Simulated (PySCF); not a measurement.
**triplet BSiH5 at 6 levels**

Aim: a comparison of 6 runs (UB3LYP/STO-6G, UM06-2X/STO-6G, UPBE/STO-6G, USVWN5/STO-6G, UCCSDT/STO-6G, UCISD/STO-6G) of triplet BSiH5. 

Program for the calculation: PySCF 2.14.0.

2 further runs of the same task are left out: 2 set aside as unsound or not needed.

## (1) Starting point

BSiH5 has 7 atoms, charge 0, and is taken as a triplet. SMILES of the parent species: `[H]B([H])[SiH3]`. The shape is that of a GFN2-xTB optimisation. That shape belongs to the parent species and isn't relaxed for this state.

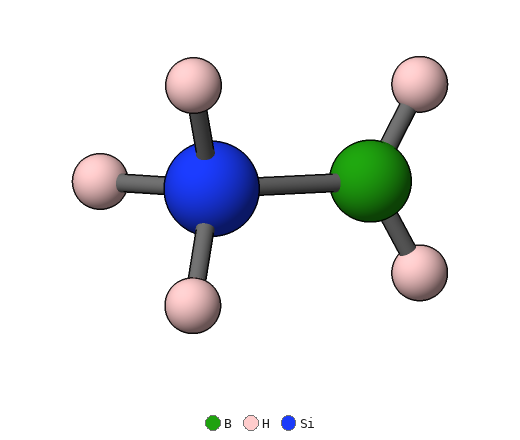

The structure, seen from a chosen angle (boron green, hydrogen pink, silicon blue).

## (2) A single-point energy at UB3LYP/STO-6G (run 1)

Contents of mol.xyz:

```xyz
7
BH5Si
B      0.595540     1.038560     0.005960
H      1.765140     1.076930     0.027400
H      0.039220     2.066980    -0.048000
Si    -0.377680    -0.657970     0.018400
H     -1.713750    -0.605710     0.632990
H      0.300530    -1.764180     0.713070
H     -0.608990    -1.154610    -1.349820
```

Contents of input.py:

```python
from pyscf import gto, dft

system = gto.Mole()
system.atom = 'mol.xyz'
system.charge = 0
system.verbose = 4
system.spin = 2
system.basis = 'sto-6g'
system.max_memory = 1860
system.build()

calc0 = dft.UKS(system)
calc0.xc = 'b3lyp'
calc0.grids.level = 5
calc0.conv_tol = 1e-10
calc0.kernel()
if not calc0.converged:
    calc0 = calc0.newton().run(calc0.mo_coeff, calc0.mo_occ)

e_final = calc0.e_tot
print('E(%s) = %.9f' % ('B3LYP', e_final))
```

Started as:

```
$ OMP_NUM_THREADS=1 python input.py
```

The log of the run:

```text
PySCF version 2.14.0

[... 62 lines left out ...]
[... the frontier-level lines of each cycle are left out ...]
[... 11 lines left out ...]
[... 11 lines left out ...]
[... 11 lines left out ...]
[... 1 line left out ...]
cycle= 8 E= -316.038055175614  delta_E= -6.78e-10  |g|= 3.17e-06  |ddm|= 6.18e-05


cycle= 9 E= -316.038055175635  delta_E= -2.05e-11  |g|= 1.06e-06  |ddm|= 1.1e-05


Extra cycle  E= -316.038055175637  delta_E= -1.82e-12  |g|= 4.4e-07  |ddm|= 3.94e-06
converged SCF energy = -316.038055175637  <S^2> = 2.0022395  2S+1 = 3.0014926
E(B3LYP) = -316.038055176
```

Run time: 6 s. Hardware: 1 thread of Arm Neoverse V1, shared host; peak memory 0.21 GiB.

## (3) The energy at UM06-2X/STO-6G (run 2)

Contents of input.xyz:

```xyz
7

B      0.595540     1.038560     0.005960
H      1.765140     1.076930     0.027400
H      0.039220     2.066980    -0.048000
Si    -0.377680    -0.657970     0.018400
H     -1.713750    -0.605710     0.632990
H      0.300530    -1.764180     0.713070
H     -0.608990    -1.154610    -1.349820
```

Contents of run.py:

```python
from pyscf import gto, dft

mol = gto.M(
    atom='input.xyz',
    spin=2,
    verbose=4,
    charge=0,
    basis='sto-6g',
    max_memory=1860,
)

mf = dft.UKS(mol)
mf.xc = 'm06-2x'
mf.grids.level = 5
mf.conv_tol = 1e-10
mf.kernel()
if not mf.converged:
    mf = mf.newton().run(mf.mo_coeff, mf.mo_occ)

energy = mf.e_tot
print(f'total energy: {energy:.8f} hartree')
```

Started as:

```
$ OMP_NUM_THREADS=1 python run.py
```

The log of the run:

```text
PySCF version 2.14.0

[... 57 lines left out ...]
[... the frontier-level lines of each cycle are left out ...]
[... 11 lines left out ...]
[... 11 lines left out ...]
[... 11 lines left out ...]
[... 11 lines left out ...]
[... 1 line left out ...]
cycle= 9 E= -315.952615068067  delta_E= -2.15e-10  |g|= 2.33e-06  |ddm|= 3.58e-05


cycle= 10 E= -315.952615068099  delta_E= -3.26e-11  |g|= 1.4e-06  |ddm|= 1.22e-05


Extra cycle  E= -315.95261506811  delta_E= -1.08e-11  |g|= 1.08e-06  |ddm|= 5.83e-06
converged SCF energy = -315.95261506811  <S^2> = 2.0027977  2S+1 = 3.0018646
total energy: -315.95261507 hartree
```

It took 9 s on 1 thread of Arm Neoverse V1, shared host; peak memory 0.24 GiB.

Runs 3 to 5 aren't shown in full; the table further down has their settings and results.

## (4) A single-point energy at UCISD/STO-6G (run 6)

Contents of job.py:

```python
from pyscf import gto, scf, ci

system = gto.M(
    atom='''
B        0.595540       1.038560       0.005960
H        1.765140       1.076930       0.027400
H        0.039220       2.066980      -0.048000
Si      -0.377680      -0.657970       0.018400
H       -1.713750      -0.605710       0.632990
H        0.300530      -1.764180       0.713070
H       -0.608990      -1.154610      -1.349820
''',
    max_memory=1860,
    verbose=3,
    basis='sto-6g',
    spin=2,
)

calc0 = scf.UHF(system)
calc0.conv_tol = 1e-10
calc0.kernel()
if not calc0.converged:
    calc0 = calc0.newton().run(calc0.mo_coeff, calc0.mo_occ)

cisd = ci.CISD(calc0, frozen=6)
cisd.kernel()
energy = cisd.e_tot
print('Final energy', energy)
```

Started as:

```
$ OMP_NUM_THREADS=1 python job.py
```

The log of the run:

```text
WARN: HOMO 0.0800633781369607 >= LUMO -0.256669875797003

converged SCF energy = -315.217855685288  <S^2> = 2.0081982  2S+1 = 3.0054605
E(UCISD) = -315.3142937882448  E_corr = -0.09643810295633609
Final energy -315.31429378824475
```

Wall time 0.97 s (1 thread of Arm Neoverse V1, shared host); peak memory 0.1 GiB.

## (5) All runs side by side

| run | level | integration grid | frozen core orbitals | energy (Eh) | dipole moment (D) of the reference | HOMO energy (eV) | ⟨S²⟩ | wall time |
| --- | --- | --- | --- | --- | --- | --- | --- | --- |
| 1 | UB3LYP/STO-6G | 5 | – | -316.038055 | 2.02 | -1.80 | 2.002 | 6 s |
| 2 | UM06-2X/STO-6G | 5 | – | -315.952615 | 2.08 | -3.06 | 2.003 | 9 s |
| 3 | UPBE/STO-6G | 5 | – | -315.806569 | 1.92 | -0.68 | 2.003 | 6.6 s |
| 4 | USVWN5/STO-6G | 5 | – | -314.466750 | 1.93 | -0.41 | 2.002 | 4.8 s |
| 5 | UCCSDT/STO-6G | – | 6 | -315.320782 | 2.68 | -5.78 | 2.008 | 2.6 s |
| 6 | UCISD/STO-6G | – | 6 | -315.314294 | 2.68 | -5.78 | 2.008 | 0.97 s |

## (6) What came out

```
                                                         quantity          value
                                              run 6: total energy  -315.31429 Eh
                      run 6: dipole moment (Hartree–Fock density)         2.68 D
run 6: HOMO energy (Hartree–Fock orbitals) (highest over α and β)       -5.78 eV
 run 6: LUMO energy (Hartree–Fock orbitals) (lowest over α and β)        0.26 eV
               run 6: correlation energy (6 core orbitals frozen)      -96.4 mEh
                         run 6: ⟨S²⟩ of the reference determinant          2.008
```

What this shows: Over runs 1, 2, 3, 4 the dipole moment (its size) runs from 1.92 D (UPBE/STO-6G) to 2.08 D (UM06-2X/STO-6G). Totals of different functionals can't be ranked against each other. In runs 1, 2, 3, 4, 5, 6 the basis is minimal, so the values are rough. All runs together took 30 s, the longest 9 s.
